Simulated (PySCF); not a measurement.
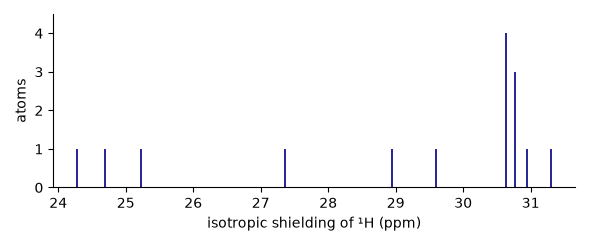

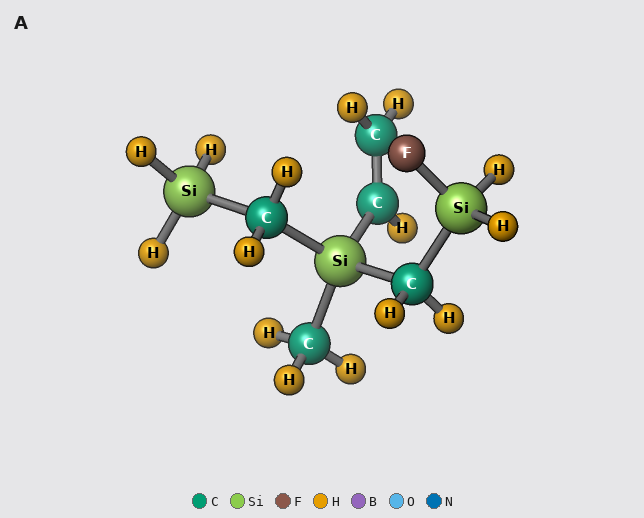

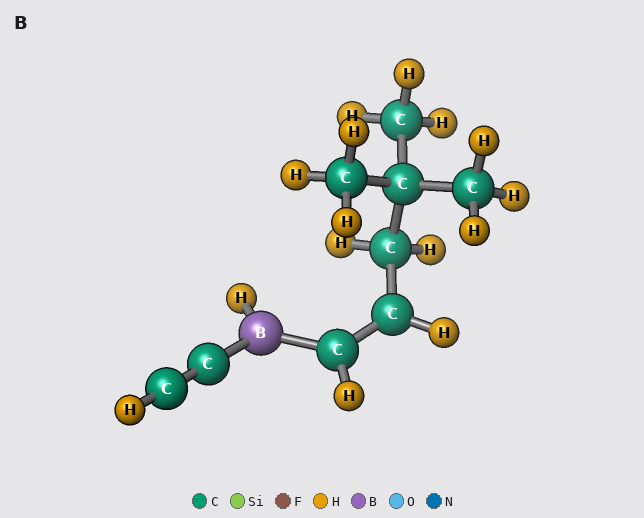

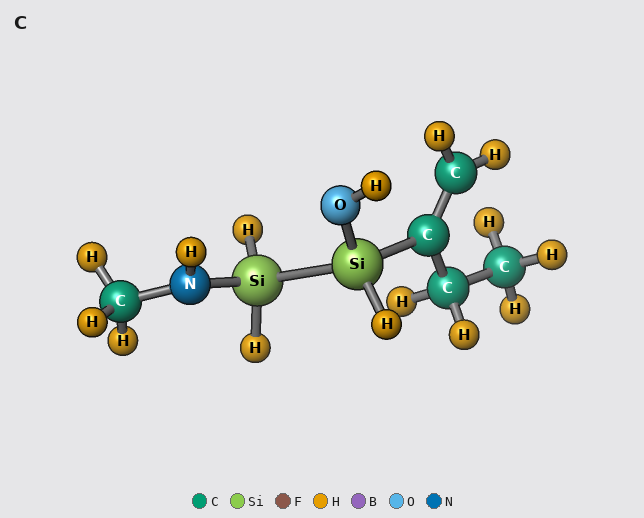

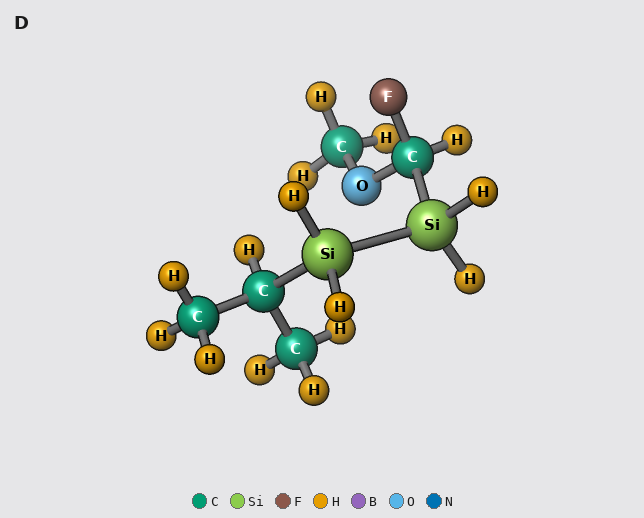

The sticks are computed shieldings of one of the molecules, for one fixed geometry (GFN2-xTB) without averaging over rotations. Low shielding means a high chemical shift. Method: GIAO PBE0/pcSseg-1 NMR shielding, non-relativistic, gas phase (PySCF 2.14.0).

Match the spectrum to a structure.

Answer. B, `C#CB/C=C\CC(C)(C)C`. Its 15 H atoms give lines at 24.28, 24.70, 25.23, 27.36, 28.95, 29.59, 30.64 (4 atoms), 30.76 (3 atoms), 30.95, 31.30 ppm.

The geometry is semi-empirical. Around B, Si such bond lengths and angles can be off by a tenth of an ångström or more and by several degrees, and values that hang on the shape move with them.
